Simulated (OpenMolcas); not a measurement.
# Run report: SnH$_{4}$O, energy and gradient calculation (part 2 of 2)

Continued. System: SnH$_{4}$O. Method: B3P86/ANO-RCC-VDZP, RKS, DKH2, PCM solvent methanol (OpenMolcas 26.06). The geometry comes from this level: GFN2-xTB.

Geometry of the input (Å):
```
O  0.8792  -0.7074  0.9115
Sn -0.3015  0.3679  -0.1867
H  1.1590  -1.5556  0.5752
H  -1.7009  -0.4936  -0.4637
H  0.4801  0.7116  -1.6188
H  -0.5159  1.6772  0.7824
```

## The program's output, continued
```
::    Total KS-DFT energy                           -6253.4501689949
      One-electron energy                           -8470.5555946618
      Two-electron energy                            2350.8844934033
      Nuclear repulsion energy                       -133.7790677363
      Kinetic energy (interpolated)                  7199.8330192566
      Virial theorem                                    0.8685548890
      Total spin, S(S+1)                                0.0000000000
      Total spin, S                                     0.0000000000
      Max non-diagonal density matrix element           0.0000010615
      Max non-diagonal Fock matrix element              0.0000003681

      All orbitals with orbital energies smaller than  E(LUMO)+0.5 are printed

++    Molecular orbitals:
      -------------------

      Title: RKS-DFT orbitals

      Molecular orbitals for symmetry species 1: a

          Some orbital energies have been scaled by powers of 10, the power is written right after the orbital index

          Orbital            1 (1)     2         3         4         5         6         7         8         9        10
          Energy         -106.6566 -161.7718 -145.3331 -145.3327 -145.3327  -31.5341  -26.1143  -26.1131  -26.1130  -19.1273
          Occ. No.          2.0000    2.0000    2.0000    2.0000    2.0000    2.0000    2.0000    2.0000    2.0000    2.0000

          Orbital           11        12        13        14        15        16        17        18        19        20
          Energy          -17.7101  -17.7098  -17.7096  -17.7087  -17.7087   -5.1235   -3.4656   -3.4635   -3.4632   -1.0658
          Occ. No.          2.0000    2.0000    2.0000    2.0000    2.0000    2.0000    2.0000    2.0000    2.0000    2.0000

          Orbital           21        22        23        24        25        26        27        28        29        30
          Energy           -1.0450   -1.0445   -1.0396   -1.0395   -0.9581   -0.5532   -0.4540   -0.3627   -0.3601   -0.3288
          Occ. No.          2.0000    2.0000    2.0000    2.0000    2.0000    2.0000    2.0000    2.0000    2.0000    2.0000

          Orbital           31        32        33        34        35        36        37        38        39        40
          Energy           -0.3002   -0.0213    0.0039    0.0568    0.0570    0.0668    0.1705    0.1735    0.2187    0.3476
          Occ. No.          2.0000    0.0000    0.0000    0.0000    0.0000    0.0000    0.0000    0.0000    0.0000    0.0000

          Orbital           41        42
          Energy            0.3777    0.3954
          Occ. No.          0.0000    0.0000

--

++    Molecular charges:
      ------------------

      Mulliken charges per centre and basis function type
      ---------------------------------------------------

                O1      SN2     H3      H4      H5      H6
      1s       1.9996  2.0000  0.7365  1.1806  1.1805  1.1670
      2s       1.7159  2.0000  0.0360 -0.0256 -0.0256 -0.0242
      2px      1.7408  2.0000  0.0350  0.0148  0.0064  0.0030
      2pz      1.7290  2.0000  0.0393  0.0033  0.0155  0.0093
      2py      1.4311  2.0000  0.0484  0.0073  0.0035  0.0137
      3s      -0.0139  2.0004  0.0000  0.0000  0.0000  0.0000
      3px     -0.0057  2.0000  0.0000  0.0000  0.0000  0.0000
      3pz     -0.0009  2.0000  0.0000  0.0000  0.0000  0.0000
      3py     -0.0221  2.0000  0.0000  0.0000  0.0000  0.0000
      4s       0.0000  2.0007  0.0000  0.0000  0.0000  0.0000
      3d2+     0.0031  2.0000  0.0000  0.0000  0.0000  0.0000
      3d1+     0.0029  2.0000  0.0000  0.0000  0.0000  0.0000
      3d0      0.0021  2.0000  0.0000  0.0000  0.0000  0.0000
      3d1-     0.0050  2.0000  0.0000  0.0000  0.0000  0.0000
      3d2-     0.0018  2.0000  0.0000  0.0000  0.0000  0.0000
      4px      0.0000  1.9992  0.0000  0.0000  0.0000  0.0000
      4pz      0.0000  1.9991  0.0000  0.0000  0.0000  0.0000
      4py      0.0000  1.9992  0.0000  0.0000  0.0000  0.0000
      5s       0.0000  1.1728  0.0000  0.0000  0.0000  0.0000
      4d2+     0.0000  1.9951  0.0000  0.0000  0.0000  0.0000
      4d1+     0.0000  1.9925  0.0000  0.0000  0.0000  0.0000
      4d0      0.0000  1.9943  0.0000  0.0000  0.0000  0.0000
      4d1-     0.0000  1.9906  0.0000  0.0000  0.0000  0.0000
      4d2-     0.0000  1.9921  0.0000  0.0000  0.0000  0.0000
      5px      0.0000  0.5327  0.0000  0.0000  0.0000  0.0000
      5pz      0.0000  0.5646  0.0000  0.0000  0.0000  0.0000
      5py      0.0000  0.5537  0.0000  0.0000  0.0000  0.0000
      6s       0.0000 -0.0013  0.0000  0.0000  0.0000  0.0000
      4f3+     0.0000  0.0006  0.0000  0.0000  0.0000  0.0000
      4f2+     0.0000  0.0013  0.0000  0.0000  0.0000  0.0000
      4f1+     0.0000  0.0013  0.0000  0.0000  0.0000  0.0000
      4f0      0.0000  0.0007  0.0000  0.0000  0.0000  0.0000
      4f1-     0.0000  0.0008  0.0000  0.0000  0.0000  0.0000
      4f2-     0.0000  0.0011  0.0000  0.0000  0.0000  0.0000
      4f3-     0.0000  0.0013  0.0000  0.0000  0.0000  0.0000
      5d2+     0.0000  0.0229  0.0000  0.0000  0.0000  0.0000
      5d1+     0.0000  0.0192  0.0000  0.0000  0.0000  0.0000
      5d0      0.0000  0.0223  0.0000  0.0000  0.0000  0.0000
      5d1-     0.0000  0.0241  0.0000  0.0000  0.0000  0.0000
      5d2-     0.0000  0.0181  0.0000  0.0000  0.0000  0.0000
      6px      0.0000  0.0296  0.0000  0.0000  0.0000  0.0000
      6pz      0.0000  0.0266  0.0000  0.0000  0.0000  0.0000
      6py      0.0000  0.0311  0.0000  0.0000  0.0000  0.0000
      Total    8.5888 48.9865  0.8952  1.1804  1.1803  1.1688

      N-E     -0.5888  1.0135  0.1048 -0.1804 -0.1803 -0.1688

      Total electronic charge=   62.000000

      Total            charge=   -0.000000
--

++    Static properties:
      ------------------

      LoProp Charges per center

                   O1       SN2      H3       H4       H5       H6
      Nuclear      8.0000  50.0000   1.0000   1.0000   1.0000   1.0000
      Electronic  -8.8215 -49.2327  -0.6523  -1.1026  -1.1025  -1.0884

      Total       -0.8215   0.7673   0.3477  -0.1026  -0.1025  -0.0884
--

++    Natural Bond Order analysis
      ---------------------------
      Based on LoProp computed density
      -------------------------------------------------------------------------------------
      Atom A       Atom B       Bond Order
      -------------------------------------------------------------------------------------
      NBO located      1.000 non-bonded electrons on atom O1
      NBO located      1.010 non-bonded electrons on atom SN2
      NBO located      1.007 non-bonded electrons on atom SN2
      NBO located      1.006 non-bonded electrons on atom SN2
      NBO located      0.993 non-bonded electrons on atom SN2
      NBO located      0.996 non-bonded electrons on atom SN2
      NBO located      0.996 non-bonded electrons on atom SN2
      NBO located      0.996 non-bonded electrons on atom SN2
      NBO located      0.999 non-bonded electrons on atom SN2
      NBO located      0.999 non-bonded electrons on atom SN2
      NBO located      0.999 non-bonded electrons on atom SN2
      NBO located      1.000 non-bonded electrons on atom SN2
      NBO located      1.000 non-bonded electrons on atom SN2
      NBO located      1.000 non-bonded electrons on atom SN2
      NBO located      1.000 non-bonded electrons on atom SN2
      NBO located      1.000 non-bonded electrons on atom SN2
      NBO located      1.000 non-bonded electrons on atom SN2
      NBO located      1.000 non-bonded electrons on atom SN2
      NBO located      1.000 non-bonded electrons on atom SN2
      NBO located      1.000 non-bonded electrons on atom SN2
      NBO located      1.000 non-bonded electrons on atom SN2
      NBO located      1.000 non-bonded electrons on atom SN2
      NBO located      1.000 non-bonded electrons on atom SN2
      NBO located      1.000 non-bonded electrons on atom SN2
      The remaining    8.498 electrons are to be considered as diffuse
--

++    Molecular properties:
      ---------------------

      Charge (e):
                      =   -0.0000
      Dipole Moment (debye):
      Origin of the operator (angstrom)=   -0.1621    0.2368   -0.0610
                   X= -8.9984E-01               Y= -2.4768E-01               Z= -1.9041E+00           Total=  2.1206E+00
      Quadrupole Moment (debye*angstrom):
      Origin of the operator (angstrom)=   -0.1621    0.2368   -0.0610
                  XX= -3.5183E+01              XY= -1.7710E+00              XZ= -1.8610E+00              YY= -3.0777E+01
                  YZ=  1.1208E+00              ZZ= -3.7450E+01
      In traceless form (debye*angstrom)
                  XX= -1.0697E+00              XY= -2.6565E+00              XZ= -2.7915E+00              YY=  5.5396E+00
                  YZ=  1.6812E+00              ZZ= -4.4699E+00
--

--- Stop Module: scf /rc=_RC_ALL_IS_WELL_ ---
--- Module scf spent 11 seconds ---

--- Start Module: alaska ---

                                              &ALASKA

                       available to each process: 1.9 GB of memory, 1 thread

                     Threshold for contributions to the gradient: 1.000E-07

                    ********************************************
                    * Symmetry Adapted Cartesian Displacements *
                    ********************************************

           Irreducible representation : a
           Basis function(s) of irrep: x, y, xy, Rz, z, xz, Ry, yz, Rx, I

 Basis Label        Type   Center Phase
   1   O1           x         1     1
   2   O1           y         1     1
   3   O1           z         1     1
   4   SN2          x         2     1
   5   SN2          y         2     1
   6   SN2          z         2     1
   7   H3           x         3     1
   8   H3           y         3     1
   9   H3           z         3     1
  10   H4           x         4     1
  11   H4           y         4     1
  12   H4           z         4     1
  13   H5           x         5     1
  14   H5           y         5     1
  15   H5           z         5     1
  16   H6           x         6     1
  17   H6           y         6     1
  18   H6           z         6     1

                     No automatic utilization of translational and rotational invariance of the energy is employed.

 DFT contribution computed for a moving grid.

 RI-ERI gradients!

 **************************************************
 *              Molecular gradients               *
 **************************************************

  Irreducible representation: a
 ------------------------------------------------------------------------------------------
                              X                       Y                       Z
 ------------------------------------------------------------------------------------------
  O1               -7.68602987271905E-03   -6.44746820842457E-03   -2.09552629950522E-02
  SN2               6.72555743869196E-03   -1.91547188133789E-03    1.11296289644205E-02
  H3               -5.71190003317268E-03    1.95599022323183E-02    8.99022181952613E-03
  H4                9.65257742481551E-03    6.03542840065785E-03    1.65403406768139E-03
  H5               -5.45507294481107E-03   -2.42056922595602E-03    9.60484001512363E-03
  H6                2.77302465324358E-03   -1.42793522568656E-02   -9.68701301388464E-03
 ------------------------------------------------------------------------------------------

--- Stop Module: alaska /rc=_RC_ALL_IS_WELL_ ---
--- Module alaska spent 23 seconds ---

.##################.
.# Happy landing! #.
.##################.

    Timing: Wall=44.48 User=41.70 System=2.37
```

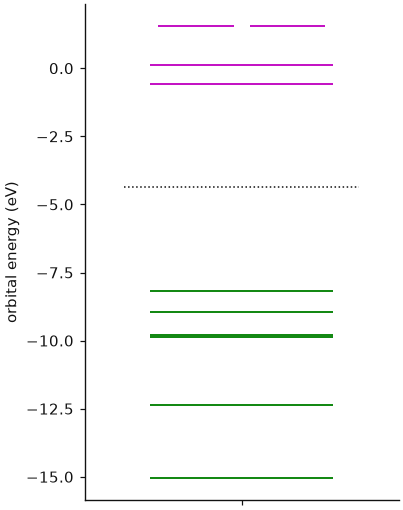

*Orbital energies near the frontier; the dotted line parts filled from empty levels, and levels within 0.02 eV of each other stand side by side.*

Highest filled −8.17 eV, lowest empty −0.58 eV, 7.59 eV apart.

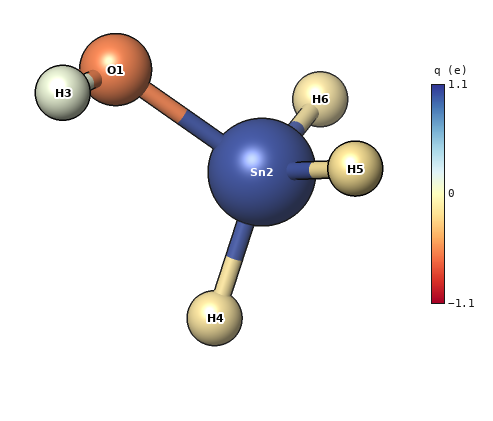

*Mulliken charges, as the colour of each atom (ball-and-stick view, seen at a tilt; atoms are numbered from 1 in the order of the input).*

By element: O −0.59, Sn +1.01 and H −0.18 to +0.10 e.
